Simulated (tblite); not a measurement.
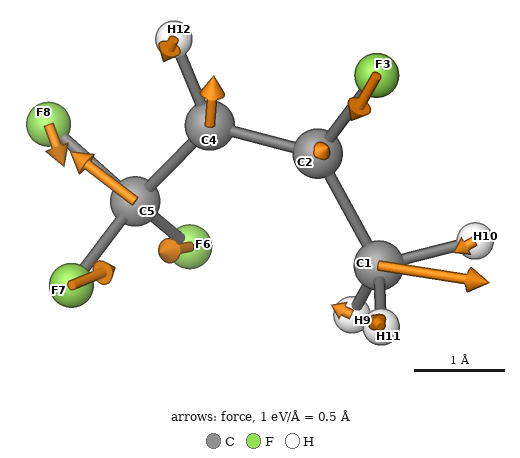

Starting geometry of C4H4F4 with the computed forces as orange arrows. A ball-and-stick model, seen at a tilt.

Computed with GFN2-xTB geometry optimisation, gas phase (tblite). 

Question: Is this structure relaxed? If not, where do the atoms go?

Answer: It isn't relaxed: the largest force vector, on C1, is 2.65 eV/Å. The final displacements have little in common with the starting forces (cosine between the two patterns 0.27). After 50 geometry steps the energy has fallen by 39.9 kJ/mol. The atom that moves furthest after the best rigid fit is F7 (0.47 Å). By element the largest moves are F 0.47 Å, H 0.31 Å, C 0.10 Å. Among the contacts that change: C2–F3 1.379 → 1.342 Å, C5–F7 1.381 → 1.348 Å, C1–H10 1.118 → 1.089 Å, C1–C2 1.460 → 1.482 Å. Among the angles between lasting bonds that change: F6–C5–F7 113.9° → 105.5°, C2–C1–H9 119.5° → 111.7°, C4–C5–F8 104.5° → 111.7°. Groups turn about C4–C5 by about 20°. The run took 0.35 s on 1 thread of Arm Neoverse N1, with other jobs on the host.
